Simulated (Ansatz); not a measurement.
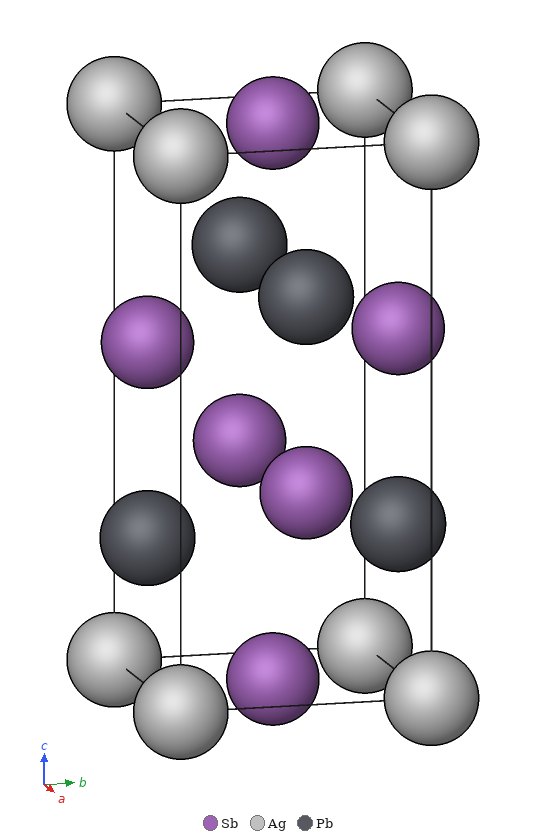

This spheres-only model is shown slightly off an axis. The frame is the simulation cell; atoms at its boundary are shown with their periodic copies.

```xyz
6
Lattice="4.2470 0.0000 0.0000 0.0000 4.2470 0.0000 0.0000 0.0000 9.3079" Properties=species:S:1:pos:R:3 pbc="T T T"
Sb    2.1235    2.1235    0.0000
Ag    0.0000    0.0000    0.0000
Pb    0.0000    2.1235    6.8320
Pb    2.1235    0.0000    2.4759
Sb    0.0000    2.1235    3.5556
Sb    2.1235    0.0000    5.7523
```

Electronic-structure method: DFT, PAW plane waves, r2SCAN in Ansatz. Parameters: a kinetic-energy cutoff of 500 eV, an 8×8×4 sampling of the Brillouin zone, Gaussian smearing of 0.14 eV, no spin polarisation.

Q: How much charge moves between the elements (Bader analysis)?

A: Ag -0.04 e; Sb -0.18 e; Pb +0.29 e. Little charge moves, as in a metallic or covalent solid.

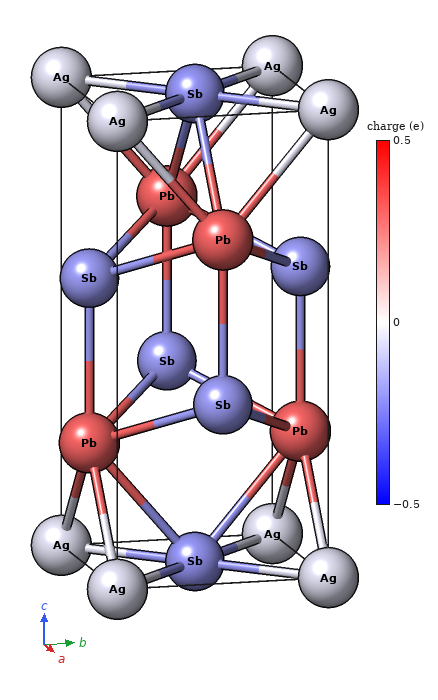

The atoms coloured by those charges.

The model is a generated cell, made by putting these elements into a known structure type (the compound may or may not exist in this form); its atoms and cell weren't optimised. A calculation with Ansatz used it as input.
